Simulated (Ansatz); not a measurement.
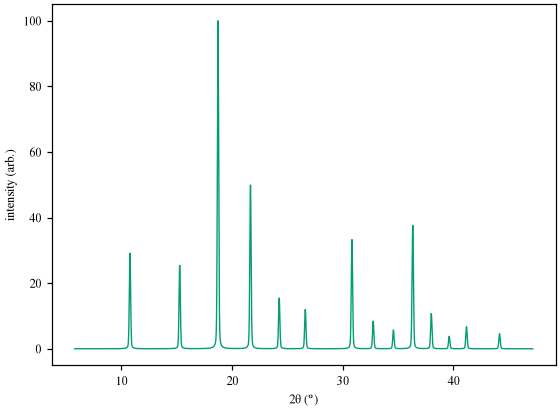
Fig. 1. Simulated powder pattern, Mo Kα, λ = 0.71073 Å

The pattern belongs to a structure relaxed with plane-wave PAW PBE (Ansatz code).

**Question.** Pick the material that matches.
A. Cu3N, Fm-3m (N on 4a, Cu on 4b, Cu on 8c)
B. Gd, simple cubic
C. Cu3Au, Cu3Au type
D. Te3As2, La2O3 or Ni2Al3 type

**Answer.** C, Cu3Au, Cu3Au type

Space group Pm-3m (Cu3Au type). The cell was relaxed with PBE under the symmetry of its start. No spin polarisation was allowed. Spin–orbit coupling is left out wherever it is not named.

Potentials: the later of the program's two PAW sets.
